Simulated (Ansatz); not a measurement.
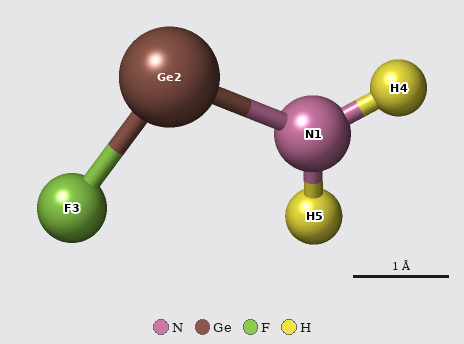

The structure as given in the input (ball-and-stick view, seen at a tilt; atoms are numbered from 1 in the order of the input). Sticks mark near contacts.

# Nudged elastic band of GeNH2F

System: GeNH2F, SMILES [NH2][Ge][F].
Method: RKS BLYP-D4/def2-SVP (Ansatz 0.2.0).

It belongs to a series of runs on one base structure; here: band between the two ends. Figures and captions count atoms from 1; the log counts them from 0 in places.

**The program's output**
```
Engine: ansatz 0.2.0, aarch64-unknown-linux-gnu
Functional definition: BLYP
  parameter beta = 0.0042
  parameter a = 0.04918
  parameter b = 0.132
  parameter c = 0.2533
  parameter d = 0.349
  exchange = b88_x(beta = beta)
  correlation = lyp_c(a = a, b = b, c = c, d = d)
787 factors; their error is unknown
mean field evaluation 1: about -60738.3760 eV, gradient 7.7e1 eV
mean field evaluation 2: about -60669.4455 eV, gradient 1.6e2 eV
mean field evaluation 4: about -60748.0374 eV, gradient 2.7e1 eV
mean field evaluation 8: about -60749.7283 eV, gradient 8.4e-2 eV
mean field evaluation 16: about -60749.6692 eV, gradient 1.0e-5 eV
mean field -60749.66922034 eV, -2232.5091662429 hartree, gradient 1.0e-5 eV, S^2 0.000000; 0 other end points of the search recorded, 0 dependent functions left out
the calculation of the forces begins
reference -60749.66947431 eV, -2232.5091755760 hartree; 25, 25 occupied and 45, 45 virtual orbitals, 787 factors
787 factors; their error is unknown
mean field evaluation 32: about -60749.6692 eV, gradient 7.4e-5 eV
mean field -60749.66921366 eV, -2232.5091659974 hartree, gradient 1.0e-5 eV, S^2 0.000000; 0 other end points of the search recorded, 0 dependent functions left out
[... from here on the field's lines of each further geometry are left out, up to the last ...]
NEB iter   1: max|band force component| = 7.352e-1 eV/Å  barrier→ = 0.8358 eV  barrier← = 0.8358 eV  CI = image 4  Δτ_max = 0.0111 Å  (241 SCF iters)
NEB iter   2: max|band force component| = 4.762e-1 eV/Å  barrier→ = 0.8232 eV  barrier← = 0.8232 eV  CI = image 4  Δτ_max = 0.0177 Å  (202 SCF iters)
NEB iter   3: max|band force component| = 4.439e-1 eV/Å  barrier→ = 0.8041 eV  barrier← = 0.8041 eV  CI = image 4  Δτ_max = 0.0078 Å  (200 SCF iters)
NEB iter   4: max|band force component| = 4.481e-1 eV/Å  barrier→ = 0.7946 eV  barrier← = 0.7946 eV  CI = image 4  Δτ_max = 0.0076 Å  (203 SCF iters)
NEB iter   5: max|band force component| = 4.269e-1 eV/Å  barrier→ = 0.7871 eV  barrier← = 0.7871 eV  CI = image 4  Δτ_max = 0.0145 Å  (206 SCF iters)
NEB iter   6: max|band force component| = 3.980e-1 eV/Å  barrier→ = 0.7733 eV  barrier← = 0.7733 eV  CI = image 4  Δτ_max = 0.0210 Å  (204 SCF iters)
NEB iter   7: max|band force component| = 3.719e-1 eV/Å  barrier→ = 0.7553 eV  barrier← = 0.7553 eV  CI = image 4  Δτ_max = 0.0274 Å  (203 SCF iters)
NEB iter   8: max|band force component| = 3.393e-1 eV/Å  barrier→ = 0.7359 eV  barrier← = 0.7359 eV  CI = image 4  Δτ_max = 0.0331 Å  (199 SCF iters)
NEB iter   9: max|band force component| = 2.749e-1 eV/Å  barrier→ = 0.7175 eV  barrier← = 0.7175 eV  CI = image 4  Δτ_max = 0.0373 Å  (200 SCF iters)
NEB iter  10: max|band force component| = 2.185e-1 eV/Å  barrier→ = 0.7027 eV  barrier← = 0.7027 eV  CI = image 4  Δτ_max = 0.0430 Å  (204 SCF iters)
NEB iter  11: max|band force component| = 1.904e-1 eV/Å  barrier→ = 0.6935 eV  barrier← = 0.6935 eV  CI = image 4  Δτ_max = 0.0036 Å  (202 SCF iters)
NEB iter  12: max|band force component| = 1.792e-1 eV/Å  barrier→ = 0.6921 eV  barrier← = 0.6921 eV  CI = image 4  Δτ_max = 0.0032 Å  (206 SCF iters)
NEB iter  13: max|band force component| = 1.731e-1 eV/Å  barrier→ = 0.6909 eV  barrier← = 0.6909 eV  CI = image 4  Δτ_max = 0.0064 Å  (184 SCF iters)
NEB iter  14: max|band force component| = 1.625e-1 eV/Å  barrier→ = 0.6885 eV  barrier← = 0.6885 eV  CI = image 4  Δτ_max = 0.0093 Å  (203 SCF iters)
NEB iter  15: max|band force component| = 1.486e-1 eV/Å  barrier→ = 0.6852 eV  barrier← = 0.6852 eV  CI = image 4  Δτ_max = 0.0119 Å  (211 SCF iters)
NEB iter  16: max|band force component| = 1.322e-1 eV/Å  barrier→ = 0.6812 eV  barrier← = 0.6812 eV  CI = image 4  Δτ_max = 0.0143 Å  (207 SCF iters)
NEB iter  17: max|band force component| = 1.354e-1 eV/Å  barrier→ = 0.6766 eV  barrier← = 0.6766 eV  CI = image 4  Δτ_max = 0.0026 Å  (206 SCF iters)
NEB iter  18: max|band force component| = 1.288e-1 eV/Å  barrier→ = 0.6759 eV  barrier← = 0.6759 eV  CI = image 4  Δτ_max = 0.0026 Å  (168 SCF iters)
NEB iter  19: max|band force component| = 1.275e-1 eV/Å  barrier→ = 0.6752 eV  barrier← = 0.6752 eV  CI = image 4  Δτ_max = 0.0023 Å  (160 SCF iters)
NEB iter  20: max|band force component| = 1.228e-1 eV/Å  barrier→ = 0.6745 eV  barrier← = 0.6745 eV  CI = image 4  Δτ_max = 0.0024 Å  (158 SCF iters)
NEB iter  21: max|band force component| = 1.209e-1 eV/Å  barrier→ = 0.6739 eV  barrier← = 0.6739 eV  CI = image 4  Δτ_max = 0.0022 Å  (157 SCF iters)
NEB iter  22: max|band force component| = 1.173e-1 eV/Å  barrier→ = 0.6732 eV  barrier← = 0.6732 eV  CI = image 4  Δτ_max = 0.0045 Å  (159 SCF iters)
NEB iter  23: max|band force component| = 1.117e-1 eV/Å  barrier→ = 0.6720 eV  barrier← = 0.6720 eV  CI = image 4  Δτ_max = 0.0066 Å  (190 SCF iters)
NEB iter  24: max|band force component| = 1.047e-1 eV/Å  barrier→ = 0.6703 eV  barrier← = 0.6703 eV  CI = image 4  Δτ_max = 0.0086 Å  (202 SCF iters)
NEB iter  25: max|band force component| = 9.476e-2 eV/Å  barrier→ = 0.6681 eV  barrier← = 0.6681 eV  CI = image 4  Δτ_max = 0.0103 Å  (200 SCF iters)
NEB iter  26: max|band force component| = 8.199e-2 eV/Å  barrier→ = 0.6658 eV  barrier← = 0.6658 eV  CI = image 4  Δτ_max = 0.0119 Å  (200 SCF iters)
NEB iter  27: max|band force component| = 7.316e-2 eV/Å  barrier→ = 0.6634 eV  barrier← = 0.6634 eV  CI = image 4  Δτ_max = 0.0146 Å  (208 SCF iters)
NEB iter  28: max|band force component| = 6.642e-2 eV/Å  barrier→ = 0.6609 eV  barrier← = 0.6609 eV  CI = image 4  Δτ_max = 0.0173 Å  (210 SCF iters)
NEB iter  29: max|band force component| = 6.900e-2 eV/Å  barrier→ = 0.6586 eV  barrier← = 0.6586 eV  CI = image 4  Δτ_max = 0.0021 Å  (206 SCF iters)
NEB iter  30: max|band force component| = 7.095e-2 eV/Å  barrier→ = 0.6584 eV  barrier← = 0.6584 eV  CI = image 4  Δτ_max = 0.0034 Å  (156 SCF iters)
NEB iter  31: max|band force component| = 4.701e-2 eV/Å  barrier→ = 0.6582 eV  barrier← = 0.6582 eV  CI = image 4  Δτ_max = 0.0048 Å  (168 SCF iters)
NEB iter  32: max|band force component| = 5.807e-2 eV/Å  barrier→ = 0.6578 eV  barrier← = 0.6578 eV  CI = image 4  Δτ_max = 0.0064 Å  (205 SCF iters)
NEB iter  33: max|band force component| = 6.383e-2 eV/Å  barrier→ = 0.6574 eV  barrier← = 0.6574 eV  CI = image 4  Δτ_max = 0.0072 Å  (211 SCF iters)
NEB iter  34: max|band force component| = 7.134e-2 eV/Å  barrier→ = 0.6570 eV  barrier← = 0.6570 eV  CI = image 4  Δτ_max = 0.0080 Å  (207 SCF iters)
NEB iter  35: max|band force component| = 6.039e-2 eV/Å  barrier→ = 0.6567 eV  barrier← = 0.6567 eV  CI = image 4  Δτ_max = 0.0093 Å  (208 SCF iters)
NEB iter  36: max|band force component| = 1.034e-1 eV/Å  barrier→ = 0.6563 eV  barrier← = 0.6563 eV  CI = image 4  Δτ_max = 0.0039 Å  (210 SCF iters)
NEB iter  37: max|band force component| = 2.019e-1 eV/Å  barrier→ = 0.6563 eV  barrier← = 0.6563 eV  CI = image 4  Δτ_max = 0.0021 Å  (184 SCF iters)
NEB iter  38: max|band force component| = 4.752e-2 eV/Å  barrier→ = 0.6563 eV  barrier← = 0.6563 eV  CI = image 4  Δτ_max = 0.0025 Å  (153 SCF iters)
NEB iter  39: max|band force component| = 1.451e-1 eV/Å  barrier→ = 0.6563 eV  barrier← = 0.6563 eV  CI = image 4  Δτ_max = 0.0004 Å  (163 SCF iters)
NEB iter  40: max|band force component| = 1.177e-1 eV/Å  barrier→ = 0.6563 eV  barrier← = 0.6563 eV  CI = image 4  Δτ_max = 0.0006 Å  (125 SCF iters)
NEB iter  41: max|band force component| = 6.817e-2 eV/Å  barrier→ = 0.6563 eV  barrier← = 0.6563 eV  CI = image 4  Δτ_max = 0.0008 Å  (131 SCF iters)
the calculation of the forces begins
reference -60749.57811319 eV, -2232.5058181169 hartree; 25, 25 occupied and 45, 45 virtual orbitals, 787 factors
787 factors; their error is unknown
mean field evaluation 2144: about -60749.0717 eV, gradient 1.4e0 eV
mean field -60749.01513244 eV, -2232.4851289559 hartree, gradient 2.0e-5 eV, S^2 0.000000; 1 other end points of the search recorded, 0 dependent functions left out
the calculation of the forces begins
reference -60749.01538599 eV, -2232.4851382736 hartree; 25, 25 occupied and 45, 45 virtual orbitals, 787 factors
NEB iter  42: max|band force component| = 1.921e-2 eV/Å  barrier→ = 0.6563 eV  barrier← = 0.6563 eV  CI = image 4  Δτ_max = 0.0000 Å  (323 SCF iters)
```

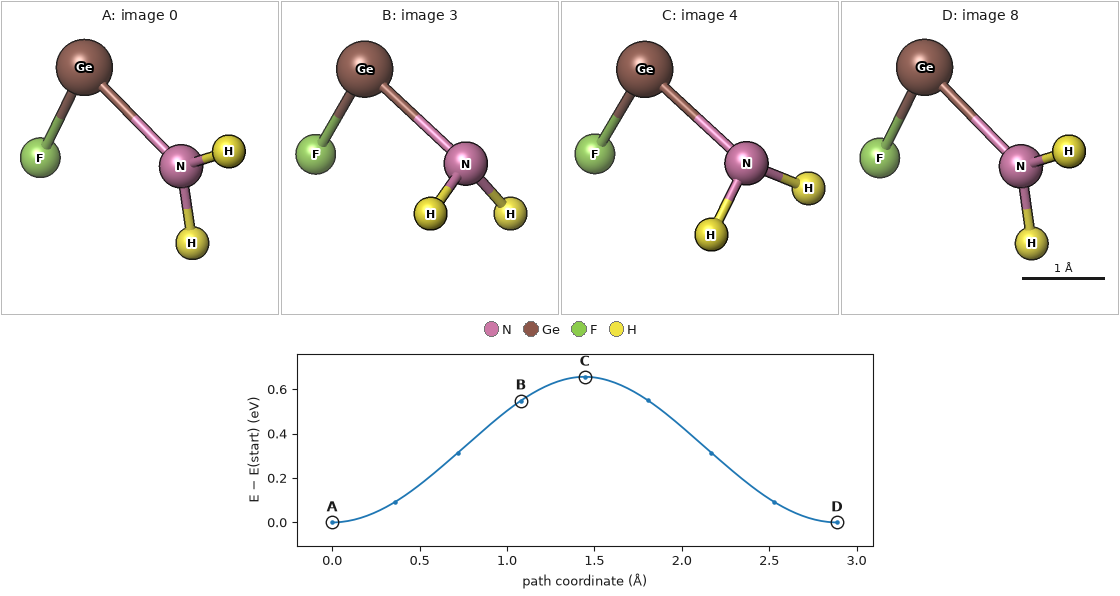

Images of the last band (counted from 0; ball-and-stick, seen at a tilt) above the energy along the path; the line is a cubic interpolation that uses the forces. The highest image is number 4, 0.656 eV above the start and 0.656 eV above the end (the climbing image); start and end have the same energy. The path is 2.89 Å long. The band converged in 42 iterations.

```
Total energy: -60749.17951359 eV, -2232.4911698517 hartree
Atom 0 at    -0.803806     0.222265    -0.186930 Å, force    -0.008366     0.001288     0.002250 eV/Å
Atom 1 at     0.231038    -0.570570     1.192208 Å, force    -0.003744     0.000207     0.000127 eV/Å
Atom 2 at     1.878966    -0.585014     0.462924 Å, force    -0.007415     0.005142    -0.008284 eV/Å
Atom 3 at    -0.481128     1.172602    -0.437733 Å, force     0.009369    -0.004745     0.002063 eV/Å
Atom 4 at    -0.775070    -0.312883    -1.071769 Å, force     0.010156    -0.001891     0.003845 eV/Å
Dipole moment:    -0.166600     0.062144    -0.068603 e Å
this run last wrote the band of iteration 42 to [file]
```

**The last band as extended XYZ (Å, eV, eV/Å)**
```
5
Properties=species:S:1:pos:R:3:forces:R:3 image=0 energy=-60749.83557
N    -0.4868    0.3542   -0.2059   -0.0040   0.0030   0.0003
Ge    0.4473   -0.3115    1.2411   -0.0037   0.0028  -0.0022
F     1.6256   -1.2246    0.2400    0.0036  -0.0028  -0.0013
H    -1.3031    0.9705   -0.1391    0.0037  -0.0029  -0.0001
H    -0.2330    0.1378   -1.1774    0.0004  -0.0002   0.0034
5
Properties=species:S:1:pos:R:3:forces:R:3 image=1 energy=-60749.74391
N    -0.5790    0.2543   -0.2215    0.1362   0.0594  -0.0042
Ge    0.3834   -0.3577    1.2389    0.1045   0.1608   0.0341
F     1.7153   -1.1081    0.2990   -0.1022  -0.1954  -0.0403
H    -1.1170    1.1247   -0.1637   -0.2906  -0.1109   0.0104
H    -0.3527    0.0132   -1.1940    0.1520   0.0860  -0.0001
5
Properties=species:S:1:pos:R:3:forces:R:3 image=2 energy=-60749.52185
N    -0.6890    0.1924   -0.2145    0.1519  -0.0128  -0.0325
Ge    0.3297   -0.4022    1.2364    0.1226   0.2630   0.0719
F     1.7908   -0.9353    0.3377   -0.1083  -0.3069  -0.0696
H    -0.9078    1.1965   -0.2325   -0.4261  -0.0456   0.0675
H    -0.4737   -0.1251   -1.1684    0.2599   0.1023  -0.0373
5
Properties=species:S:1:pos:R:3:forces:R:3 image=3 energy=-60749.28616
N    -0.7726    0.1859   -0.2007    0.0393  -0.0573  -0.0311
Ge    0.2769   -0.4758    1.2227    0.0638   0.2259   0.0877
F     1.8469   -0.7554    0.3890   -0.0600  -0.2425  -0.0873
H    -0.6889    1.2076   -0.3250   -0.2915   0.0284   0.0842
H    -0.6123   -0.2360   -1.1273    0.2483   0.0455  -0.0535
5
Properties=species:S:1:pos:R:3:forces:R:3 image=4 energy=-60749.17926
N    -0.8038    0.2223   -0.1869   -0.0084   0.0013   0.0022
Ge    0.2310   -0.5706    1.1922   -0.0037   0.0002   0.0001
F     1.8790   -0.5850    0.4629   -0.0074   0.0051  -0.0083
H    -0.4811    1.1726   -0.4377    0.0094  -0.0047   0.0021
H    -0.7751   -0.3129   -1.0718    0.0102  -0.0019   0.0038
5
Properties=species:S:1:pos:R:3:forces:R:3 image=5 energy=-60749.28577
N    -0.7531    0.2586   -0.1913    0.0623   0.0447   0.0133
Ge    0.2057   -0.6622    1.1500   -0.0284  -0.2265  -0.1034
F     1.8961   -0.4473    0.5717    0.0354   0.2352   0.1144
H    -0.3146    1.1121   -0.5675    0.2244  -0.0765  -0.0990
H    -0.9842   -0.3349   -1.0041   -0.2938   0.0231   0.0746
5
Properties=species:S:1:pos:R:3:forces:R:3 image=6 energy=-60749.52102
N    -0.6653    0.2526   -0.2253    0.1479  -0.0325  -0.0306
Ge    0.1972   -0.7308    1.1112    0.0104  -0.2621  -0.1450
F     1.8959   -0.3251    0.6914    0.0131   0.2831   0.1741
H    -0.1791    1.0217   -0.7036    0.2160  -0.1309  -0.1276
H    -1.1988   -0.2921   -0.9150   -0.3876   0.1425   0.1291
5
Properties=species:S:1:pos:R:3:forces:R:3 image=7 energy=-60749.74357
N    -0.5748    0.1979   -0.2866    0.1009  -0.0909  -0.0570
Ge    0.2022   -0.7935    1.0726    0.0303  -0.1658  -0.1005
F     1.8829   -0.2275    0.7985   -0.0179   0.1907   0.1177
H    -0.0760    0.9152   -0.8266    0.1117  -0.1122  -0.0780
H    -1.3844   -0.1657   -0.7993   -0.2250   0.1783   0.1179
5
Properties=species:S:1:pos:R:3:forces:R:3 image=8 energy=-60749.83557
N    -0.4874    0.3535   -0.2060    0.0005  -0.0002   0.0028
Ge    0.4451   -0.3134    1.2414   -0.0038   0.0026  -0.0014
F     1.6277   -1.2211    0.2403    0.0035  -0.0024  -0.0011
H    -0.2300    0.1399   -1.1770   -0.0005   0.0001  -0.0001
H    -1.3055    0.9675   -0.1400    0.0004  -0.0001  -0.0002
```

The run was set up as follows.

**Input file**
```yaml
crystal:
  periodic: [false, false, false]
  atoms:
    - { symbol: "N", position_ang: [-0.486816, 0.354171, -0.205919] }
    - { symbol: Ge, position_ang: [0.447289, -0.311512, 1.241087] }
    - { symbol: F, position_ang: [1.625625, -1.22458, 0.239951] }
    - { symbol: H, position_ang: [-1.303138, 0.970517, -0.139065] }
    - { symbol: H, position_ang: [-0.23296, 0.137804, -1.177354] }
basis:
  gaussian: { orbitals: def2-SVP }
hamiltonian:
  xc: blyp
  dispersion: d4
neb:
  order_check: false
  images: 7
  f_tol: 0.03
  max_iterations: 60
  initial_path: idpp
  optimiser: fire
  climbing: immediate
  final_atoms:
    - { symbol: "N", position_ang: [-0.48735096, 0.35369134, -0.20586302] }
    - { symbol: Ge, position_ang: [0.44472136, -0.31438631, 1.24132004] }
    - { symbol: F, position_ang: [1.62761882, -1.2212825, 0.23988927] }
    - { symbol: H, position_ang: [-0.22958728, 0.14076156, -1.17695104] }
    - { symbol: H, position_ang: [-1.30540194, 0.96761591, -0.13969524] }
```

Command:
```bash
ansatz run input.yaml --threads 1 --pin off --max-ram 2048MiB --backend cpu --events-out ev --progress --plain --runs-dir out
```

**Key numbers**

- outcome: converged
- barrier, forward: 0.656 eV
- barrier, backward: 0.656 eV
- hardware: 1 thread of Arm Neoverse V2, 24 GiB of memory available, shared host
- wall time: 5.5 min
- peak memory: 0.12 GiB

**Remarks**

The order of the saddle point was not checked.
